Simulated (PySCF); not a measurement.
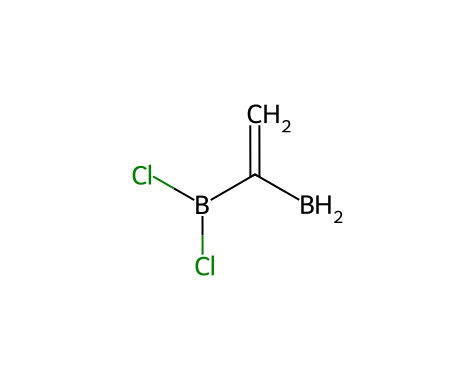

The geometry was computed by an optimisation with GFN2-xTB. No frequency run is at hand to confirm it as a minimum. Method: CAM-B3LYP/def2-SVPD, gas phase (PySCF 2.14.0). Excitations: vertical, linear response.

What is the lowest vertical singlet excitation?

5.01 eV.

What is the mean static polarisability?

78.0 bohr³.

Estimate the HOMO energy (Kohn–Sham orbital).

−9.74 eV.

Give the dipole moment at this level.

1.69 D.

The geometry is semi-empirical. Around B such bond lengths and angles can be off by a tenth of an ångström or more and by several degrees, and values that hang on the shape move with them.
